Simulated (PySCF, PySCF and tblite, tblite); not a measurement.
# C6H11BO: a path driven as rotation about a bond, and NMR exchange, part 2 of 2

PySCF and tblite. Atoms count from 0. Earlier steps stand in the parts before.

## 8. Shieldings, saddle of leg 1: PBE0/pcSseg-1 in tetrahydrofuran

What the job is given:

```
{"job": {"kind": "nmr", "xc": "PBE0", "basis": "pcSseg-1", "solvent": "tetrahydrofuran", "pop": false}, "charge": 0, "multiplicity": 1}
C      3.478047     0.412457     0.570926
C      2.790196    -0.213451    -0.375628
O      1.467861    -0.269199    -0.439645
B      0.189135    -0.146468    -0.228059
C     -0.772143     1.008671    -0.795740
C     -2.182191     0.439961    -0.583083
C     -2.090460    -0.429169     0.673963
C     -0.754931    -1.178283     0.562503
H      4.550296     0.414057     0.556520
H      2.984812     0.931390     1.373225
H      3.279292    -0.740645    -1.189896
H     -0.603341     1.295605    -1.832955
H     -0.649682     1.915342    -0.198453
H     -2.940419     1.217499    -0.483920
H     -2.450221    -0.187959    -1.434980
H     -2.070426     0.215074     1.555151
H     -2.944520    -1.101067     0.765607
H     -0.388738    -1.499782     1.536952
H     -0.892566    -2.084034    -0.032487
```

What it wrote:

```text
coarse grid: 15512 points
cycle   1  E = -334.7517274400  dE =  1.118e+00  |g| = 6.574e-01  |ddm| = 3.769e+00
cycle   2  E = -334.7117791792  dE =  3.995e-02  |g| = 8.124e-01  |ddm| = 1.015e+00
cycle   3  E = -334.8447094319  dE = -1.329e-01  |g| = 9.271e-02  |ddm| = 5.839e-01
cycle   4  E = -334.8460091319  dE = -1.300e-03  |g| = 4.115e-02  |ddm| = 7.691e-02
cycle   5  E = -334.8463517944  dE = -3.427e-04  |g| = 1.167e-02  |ddm| = 3.407e-02
cycle   6  E = -334.8463821203  dE = -3.033e-05  |g| = 3.292e-03  |ddm| = 9.924e-03
cycle   7  E = -334.8463845810  dE = -2.461e-06  |g| = 4.764e-04  |ddm| = 2.399e-03
final grid: 148760 points
cycle   8  E = -334.9036731926  dE = -4.727e-05  |g| = 1.174e-02  |ddm| = 2.911e-02
cycle   9  E = -334.9036437795  dE =  2.941e-05  |g| = 1.715e-02  |ddm| = 1.875e-02
cycle  10  E = -334.9037023149  dE = -5.854e-05  |g| = 1.942e-03  |ddm| = 1.121e-02
cycle  11  E = -334.9037031348  dE = -8.199e-07  |g| = 3.000e-04  |ddm| = 1.589e-03
cycle  12  E = -334.9037031524  dE = -1.760e-08  |g| = 1.160e-04  |ddm| = 2.842e-04
cycle  13  E = -334.9037031556  dE = -3.193e-09  |g| = 2.962e-05  |ddm| = 9.982e-05
cycle  14  E = -334.9037031558  dE = -2.038e-10  |g| = 7.729e-06  |ddm| = 2.599e-05
converged SCF energy = -334.9037031558

GIAO shielding tensors (ppm)
atom      isotropic    diamagn.    paramagn.     s11        s22        s33       span
  0 C       95.814     256.652    -160.838      5.813    120.620    161.010    155.197
  1 C       36.820     247.432    -210.612    -71.881     78.046    104.294    176.175
  2 O      100.866     393.153    -292.287    -32.100    117.101    217.597    249.697
  3 B       46.997     194.184    -147.187     -1.931     60.006     82.915     84.847
  4 C      165.616     254.671     -89.055    153.794    168.431    174.622     20.828
  5 C      157.415     248.612     -91.197    138.386    162.380    171.480     33.094
  6 C      157.462     248.491     -91.030    138.312    162.473    171.601     33.288
  7 C      166.044     254.645     -88.600    153.558    168.787    175.788     22.230
  8 H       27.445      27.000       0.445     25.741     26.249     30.344      4.602
  9 H       27.386      33.266      -5.880     25.189     25.644     31.327      6.138
 10 H       24.527      27.213      -2.686     21.398     25.223     26.961      5.562
 11 H       30.851      32.177      -1.325     26.138     29.376     37.040     10.902
 12 H       30.922      32.732      -1.810     26.364     29.183     37.220     10.856
 13 H       29.723      29.770      -0.047     25.018     27.621     36.530     11.512
 14 H       30.264      30.998      -0.734     25.652     28.626     36.513     10.861
 15 H       30.287      31.488      -1.201     25.735     28.655     36.471     10.736
 16 H       29.715      29.730      -0.015     25.007     27.626     36.513     11.506
 17 H       30.728      32.655      -1.927     26.339     29.144     36.700     10.360
 18 H       31.041      32.019      -0.977     26.368     29.174     37.582     11.214
```

It took 29 s on 1 thread of Intel Xeon Platinum 8488C, shared host; peak memory 1 GiB.

This run: HOMO -6.51 eV, LUMO 0.34 eV; dipole 0.74 D.

The fields below are evaluated on a grid from the run's orbitals.

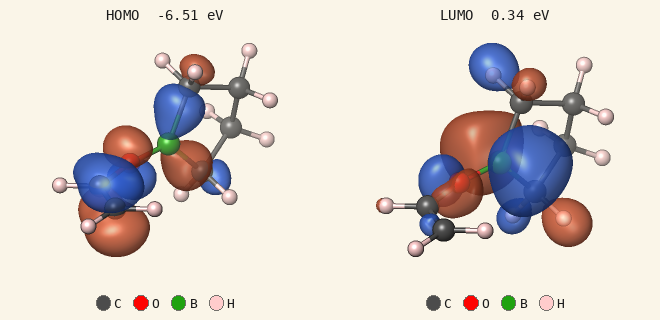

Frontier orbitals at PBE0/pcSseg-1; each surface holds 70 % of the orbital's density, blue and red mark the sign.

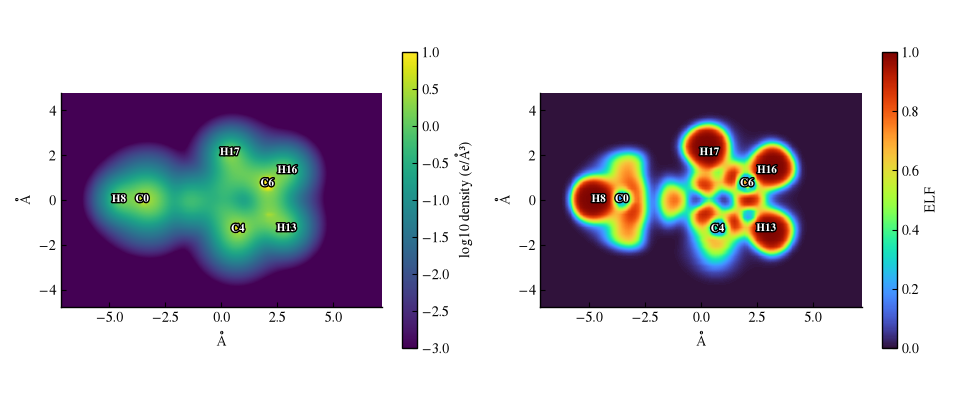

Density (left) and ELF (right) in a plane through or near 7 of the atoms.

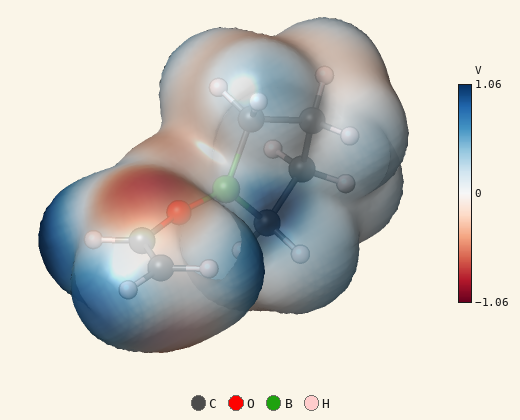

Electrostatic potential on the surface of density 0.002 e/bohr³; red is low, blue high. It runs from -0.65 V near C0 to 1.06 V near H10.

## 9. The path in numbers

What the job is given:

```
{"job": {"smiles": "C=COB1CCCC1", "charge": 0, "mult": 1, "motion": "rotation", "what": "boronate", "atoms": [3, 2], "drives": [{"terms": [["t", [4, 3, 2, 1], 0.5], ["t", [7, 3, 2, 1], 0.5]], "by": 180, "n": 12}], "study": "path", "level": {"kind": "nmr", "xc": "PBE0", "basis": "pcSseg-1", "solvent": "tetrahydrofuran"}, "fields": [250, 300, 900], "first": 3, "seed": 826, "kind": "path"}, "charge": 0, "multiplicity": 1}
C      3.749994     0.191280     0.348198
C      2.486637    -0.187337     0.443374
O      1.469094     0.610604     0.029918
B      0.169315     0.295984     0.062575
C     -0.974168     1.282750    -0.439670
C     -2.210078     0.375327    -0.541109
C     -2.038080    -0.672578     0.561183
C     -0.547842    -1.049477     0.546653
H      4.545867    -0.449195     0.678007
H      4.014649     1.149498    -0.062440
H      2.200471    -1.151162     0.852306
H     -0.773667     1.802013    -1.375575
H     -1.152012     2.057115     0.310387
H     -3.146533     0.923933    -0.437892
H     -2.213562    -0.121858    -1.513068
H     -2.285790    -0.223364     1.524920
H     -2.691205    -1.532875     0.411141
H     -0.231586    -1.446413     1.512324
H     -0.381308    -1.844992    -0.185453
```

What it wrote:

```text
stationary points (kcal/mol above the start)
  n  kind          group   xTB      DFT    lowest mode
  0  minimum      C1       0.00     0.00      51.8
  1  saddle       C1       7.02    12.91    -180.5
  2  minimum      C1      -0.00     0.00      51.5

GFN2-xTB energies: T/K, barrier G, reaction G (kcal/mol), k forward, k back (1/s)
 150.00     6.41    -0.00   2.89e+03   2.86e+03
 200.00     6.44    -0.00   7.67e+05    7.6e+05
 250.00     6.48    -0.00   2.24e+07   2.22e+07
 298.15     6.54    -0.00      2e+08   1.99e+08
 350.00     6.61    -0.00   1.09e+09   1.08e+09
 400.00     6.69    -0.00   3.71e+09   3.68e+09
 500.00     6.87    -0.00   2.07e+10   2.06e+10

PBE0/pcSseg-1 + D3(BJ), IEF-PCM tetrahydrofuran energies: T/K, barrier G, reaction G (kcal/mol), k forward, k back (1/s)
 150.00    12.30     0.00   7.42e-06   7.42e-06
 200.00    12.34    -0.00      0.276      0.276
 250.00    12.38    -0.00        157        156
 298.15    12.44    -0.00   9.53e+03   9.52e+03
 350.00    12.51    -0.00   2.27e+05   2.26e+05
 400.00    12.58    -0.00   2.22e+06   2.22e+06
 500.00    12.76    -0.00   5.49e+07   5.48e+07
```

Wall time 72 s (1 thread of Intel Xeon Platinum 8488C, shared host); peak memory 1 GiB. This counts the whole study up to here.

Barriers by level (kcal/mol; entropies in cal/(mol K)). Zero-point and thermal terms come from xTB in every row. ΔG‡ leaves symmetry out; the rate counts equivalent paths (a factor of 2); effective ΔG‡, where given, is the barrier that would give that rate by Eyring's equation alone:

```csv
level,ΔE‡,with zero-point,ΔH‡,ΔS‡,ΔG‡ (298 K),ΔE of reaction,k at 298 K (1/s),effective ΔG‡
GFN2-xTB,7.02,6.40,6.19,-1.2,6.54,0.00,2e+08,6.13
"PBE0/pcSseg-1 + D3(BJ), IEF-PCM tetrahydrofuran",12.92,12.30,12.09,-1.2,12.44,0.00,9.5e+03,12.02
```

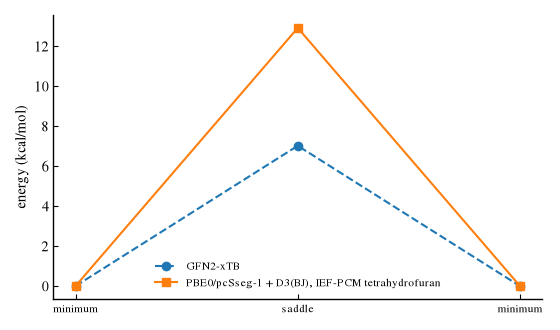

The xTB stationary points, at both levels.

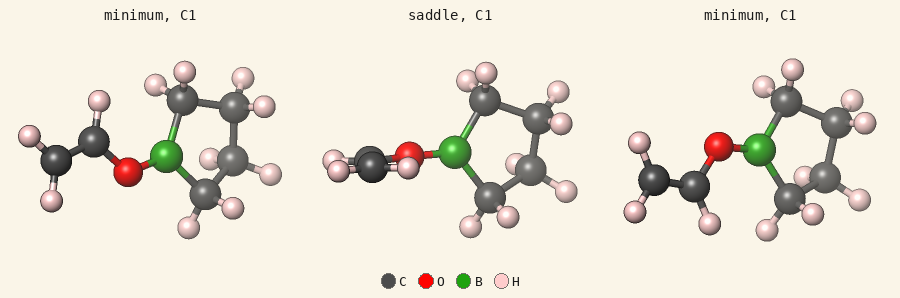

The stationary points in order.

Sites that the driver pairs across this motion, and where their lines would merge (no couplings; faster rotations or exchange between molecules can average them sooner):

```csv
nucleus,sites: shielding (ppm),proton frequency (MHz),spread (Hz),coalescence (K),lines at 298 K
¹³C,C4: 165.0; C7: 168.9,900,900,278,1
¹³C,C5: 157.9; C6: 157.0,900,199,261,1
¹H,H11: 30.69; H17: 30.51,900,162,258,1
¹H,H14: 30.32; H15: 30.23,900,88,252,1
¹H,H12: 30.86; H18: 30.95,900,81,251,1
¹H,H13: 29.76; H16: 29.67,900,79,251,1
```

## 10. Summary of results

This closing draws on all 2 parts.

```
                                                 quantity                               value
barrier (PBE0/pcSseg-1 + D3(BJ), IEF-PCM tetrahydrofuran)  ΔE‡ 12.9, ΔG‡(298 K) 12.4 kcal/mol
                                       barrier (GFN2-xTB)                    ΔE‡ 7.0 kcal/mol
                                            rate at 298 K                         9.5e+03 s⁻¹
                                          end of the path   the start, renumbered or mirrored
                                    coalescence of ¹³C C4                    278 K at 900 MHz
```

The barrier is 12.9 kcal/mol at the DFT level (xTB: 7.0); with thermal terms and the count of paths the DFT value gives a rate of 9.5e+03 s⁻¹ at 298 K. An error of 1.4 kcal/mol changes that rate tenfold. The ¹³C lines of C4 and its partners, 900 Hz apart at 900 MHz, merge at 278 K, so by this path alone the exchange at 298 K is intermediate, with broad lines, for them; other paths were not followed. It was not proven that each saddle links the two ends.
